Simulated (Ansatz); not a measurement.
# Fields on a plane of Ba2YReO6 (space group Fm-3m)

```xyz
10
Lattice="0.0000 4.1565 4.1565 4.1565 0.0000 4.1565 4.1565 4.1565 0.0000" Properties=species:S:1:pos:R:3 pbc="T T T"
Ba     6.2347     6.2347     6.2347
Ba     2.0782     2.0782     2.0782
Y      4.1565     4.1565     4.1565
Re     0.0000     0.0000     0.0000
O      4.1565     4.1565     6.3663
O      4.1565     4.1565     1.9467
O      6.3663     4.1565     4.1565
O      1.9467     4.1565     4.1565
O      4.1565     6.3663     4.1565
O      4.1565     1.9467     4.1565
```

The slice is a {110} plane (indices of the conventional cell) through the point (0.750, 0.750, 0.750) (fractional), spanned by u = [100] and v = [1 -1 -1] in vectors of this cell: u (5.88 Å) and v (8.31 Å, at 90° to u). It covers one period; positions are fractions (u, v).

Atoms on it: Ba at (0.00, 0.00); Ba at (0.00, 0.50); Y at (0.50, 0.25); Re at (0.50, 0.75); O at (0.50, 0.98); O at (0.50, 0.52).

Method: PBEsol (plane waves to 420 eV, PAW, scalar-relativistic; Ansatz, a quantum-chemistry and plane-wave program). k mesh 10×10×10. Near the nuclei the fields are pseudised (PAW); where an atom keeps semicore shells as valence, they peak there. Ba2YReO6 is run without spin polarisation and with no Hubbard U. Ba2YReO6 was relaxed with its symmetry unable to fall. Spin-orbit coupling is left out, though Re is heavy.

```
|:#@- #%x%# -@#|
|@@#  -#%#-  #@|
|#=  ..:-:..  =|
|    .-%#%-.   |
|    .=%x%=.   |
|    .-%#%-.   |
|#=  ..:-:..  =|
|@@#  -#%#-  #@|
|:#@- #%x%# -@#|
|x:@+.%%x%%.+@:|
|:#@- *@@@* -@#|
|@@#. .:::. .#@|
|#+.  .*#*.  .+|
|     #@%@#    |
|     %@x@%    |
|     #@%@#    |
|#+.  .*#*.  .+|
|@@#. .:::. .#@|
|:#@- *@@@* -@#|
|x:@+.%%x%%.+@:|
```
Scale: ten equal steps from 0.01 (start of ' ') to 0.88 (end of '@'), in the order ' .:-=+*#%@'. Values: electron localisation function (ELF). The map has 14 points along u (one character each, u = 0 at the left) and 20 along v (v = 0 in the bottom row). Points within 0.4 Å of a nucleus are blanked (x), as the pseudised field means little there.

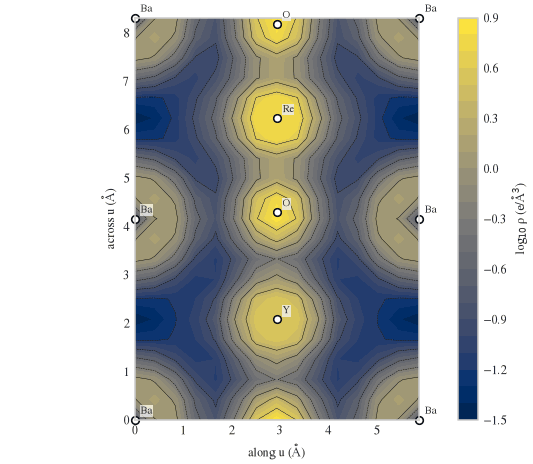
*Log₁₀ of the valence density in e/Å³, one period of the plane, atoms marked. The scale is logarithmic, as a density can span decades between atoms and voids.*
